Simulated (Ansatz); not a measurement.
```csv
atom,x (Å),y (Å),z (Å)
O,-1.0484,-0.7894,0.1503
Sn,-0.1001,1.0493,-0.1601
O,1.4902,-0.7079,0.1776
H,-1.5102,-1.0846,-0.6470
H,0.6133,-1.1975,0.2445
H,0.0881,1.2932,1.6056
H,1.8198,-0.6713,1.0883
```

Core potentials replace the inner electrons of Sn.

These are results of RKS r2SCAN-D4/def2-SVP (Ansatz), not measurements.

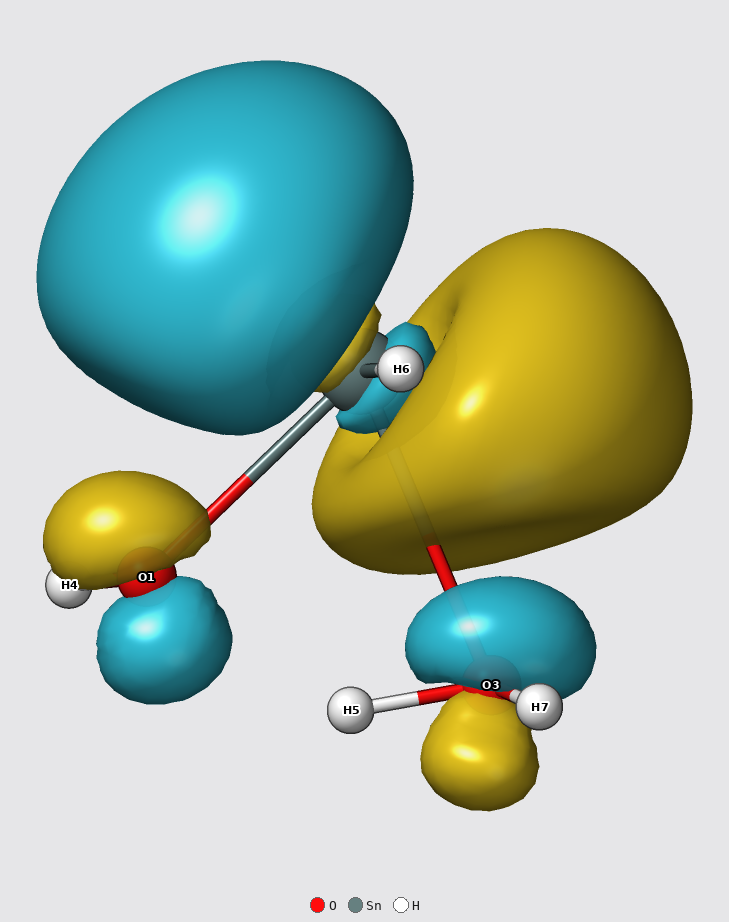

H₄O₂Sn. The LUMO at ±0.1 Å⁻³ᐟ² (yellow and cyan are the two phases), seen at a tilt.

**Where does this orbital lie, and at what energy?**

Its weight (Hirshfeld) is mainly on Sn2 (about 80 %) and O3 (about 10 %). Its energy is −1.78 eV.
